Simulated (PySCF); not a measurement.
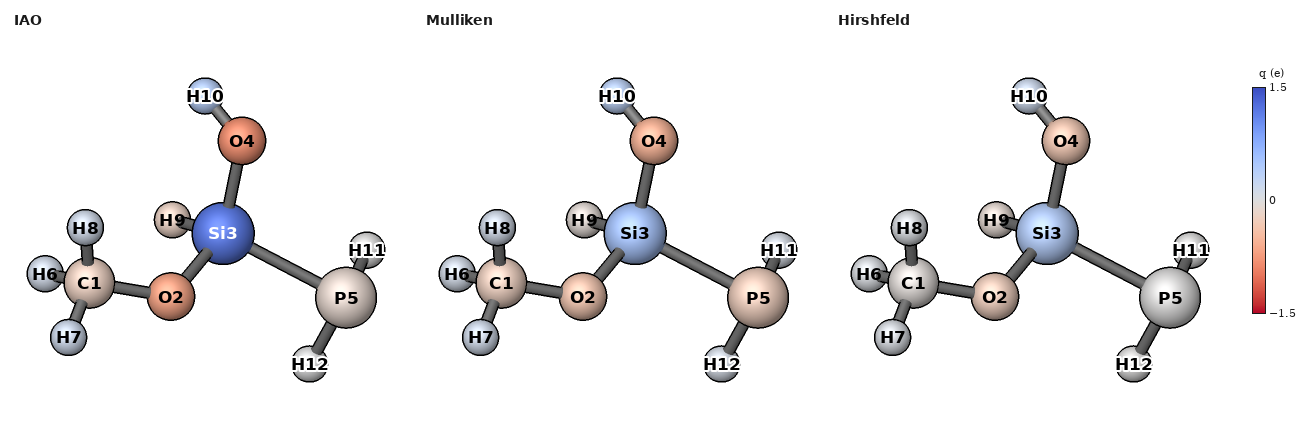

Atomic charges of one calculation by 3 schemes, on one colour scale. Computed geometry: PBE0-D3(BJ)/def2-SVP optimisation. No frequency run is at hand to confirm it as a minimum. Method: PBE0/def2-TZVP (PySCF 2.14.0).

Which scheme gives the most polar picture (largest mean size of the charges)?

Answer. The IAO charges are the largest in size here, and the Hirshfeld charges the smallest.

On which atom do the schemes disagree most?

Answer. On Si3 (from 0.39 to 1.17 e).

List the charges (e), one line for each set of equivalent atoms.

| atom | IAO | Mulliken | Hirshfeld |
| --- | --- | --- | --- |
| C1 | −0.20 | −0.22 | −0.04 |
| O2 | −0.65 | −0.33 | −0.23 |
| Si3 | 1.17 | 0.50 | 0.39 |
| O4 | −0.81 | −0.52 | −0.31 |
| P5 | −0.11 | −0.24 | −0.01 |
| H6 | 0.13 | 0.11 | 0.04 |
| H7 | 0.15 | 0.13 | 0.05 |
| H8 | 0.13 | 0.12 | 0.04 |
| H9 | −0.18 | −0.06 | −0.09 |
| H10 | 0.37 | 0.32 | 0.18 |
| H11 | 0.00 | 0.08 | −0.01 |
| H12 | 0.00 | 0.09 | −0.01 |
